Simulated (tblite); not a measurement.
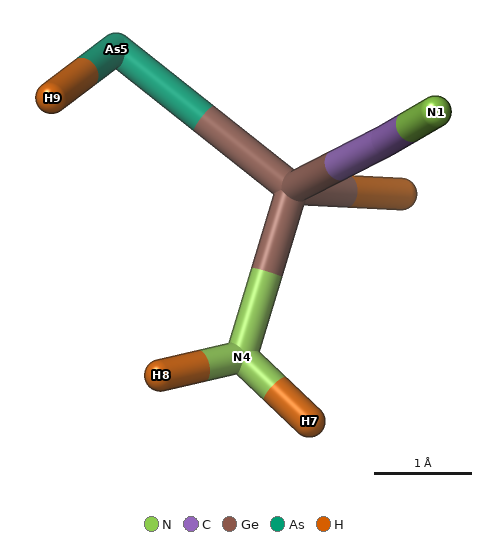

*The structure (stick view, seen at a tilt; atoms are numbered from 1 in the order of the input). Sticks mark near contacts.*

Frequency calculation of CH$_{4}$AsGeN$_{2}$

The run: frequency calculation of CH$_{4}$AsGeN$_{2}$, multiplicity 2. Method and program: GFN2-xTB harmonic vibrations, gas phase (tblite 0.8.0).

It belongs to a series of runs on one base structure; here: H removed from As.

What the program printed
```
mode    cm-1     km/mol
  1      53.2      2.61
  2      62.1      7.39
  3     111.8     11.23
  4     126.4      3.94
  5     188.5     29.45
  6     245.7      1.02
  7     275.9      5.33
  8     315.5      8.04
  9     416.2     31.67
 10     500.2    211.65
 11     577.2    144.78
 12     635.6     39.66
 13     672.7    102.26
 14     698.2     58.99
 15     792.7    145.93
 16    1497.9     30.03
 17    1839.0     61.40
 18    1851.0   1084.52
 19    2321.4     87.16
 20    3420.8      1.90
 21    3447.9      3.23
```

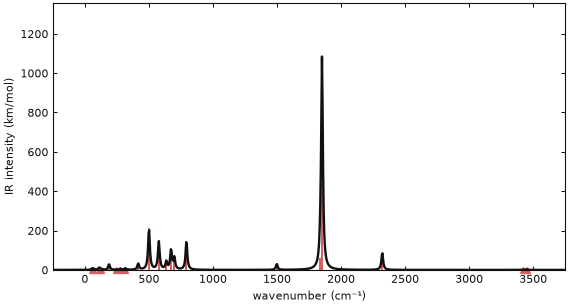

*Harmonic infrared spectrum, unscaled: sticks (degenerate modes added up, dark ones marked on the axis) with a Lorentzian envelope of 16 cm⁻¹ full width, scaled to the tallest stick.*

21 modes from 53 to 3448 cm⁻¹, none imaginary. The strongest line is at 1851 cm⁻¹ (1085 km/mol).

The run was set up as follows.

Input
```
{"job": {"kind": "ir", "xc": "GFN2-xTB", "basis": "xTB"}, "charge": 0, "multiplicity": 2}
N      1.623988     2.388189    -0.421172
C      1.008742     1.519232     0.002215
Ge     0.003029    -0.023404     0.656743
N     -1.466893    -0.265265    -0.401067
As     1.341957    -1.976623     0.776327
H     -0.585133     0.529319     1.945182
H     -2.042295     0.546369    -0.576137
H     -1.337303    -0.754542    -1.275459
H      1.467469    -1.957281    -0.731810
```

The first line tells a small driver script what to run in tblite; the rest is the geometry in Å.

Run as:
```bash
OMP_NUM_THREADS=1 python <driver script> task.json out
```

Summary

| quantity | value |
| --- | --- |
| outcome | converged |
| total energy | −387.3928 eV |
| zero-point energy | 28.6630 kcal/mol |
| hardware | 1 CPU thread, shared host |
| peak memory | 0.18 GiB |
